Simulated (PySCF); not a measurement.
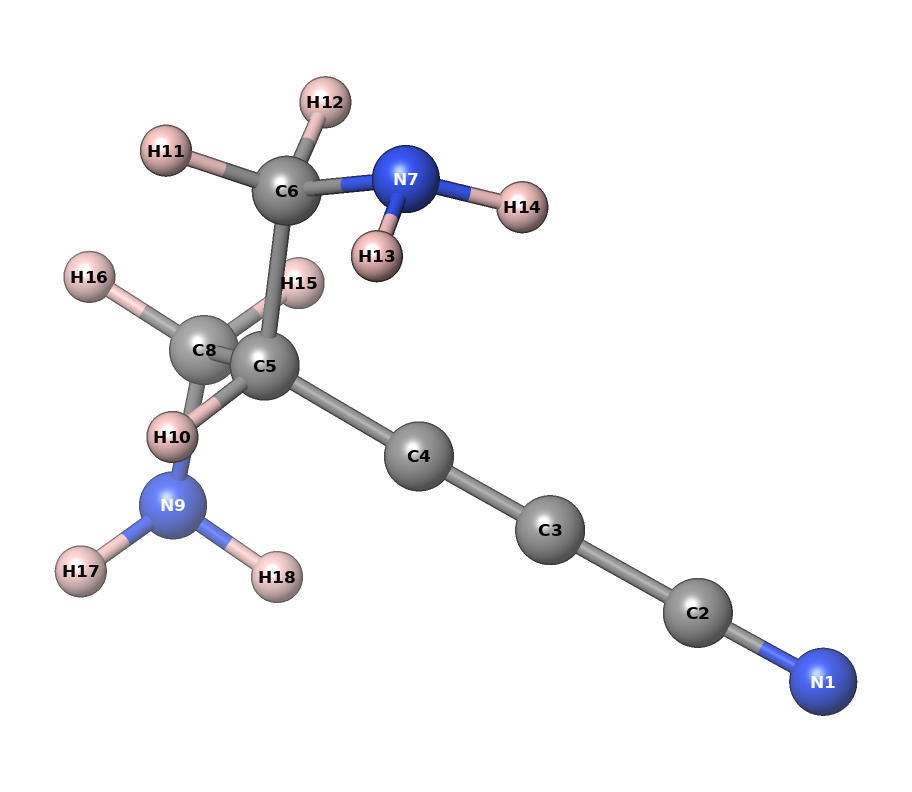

C8 lies behind C5. The molecule seen a little off the C5–C8 bond, C5 in front. Depth is shown by fading: the farther an atom, the more it takes the colour of the background. Geometry: an image of a reaction path computed with GFN2-xTB, not a minimum.

> What is the torsion angle C6–C5–C8–N9? The sign is positive where the front bond must turn clockwise to cover the back bond.

−177°, antiperiplanar (anti). The bonds about C5–C8 are staggered.
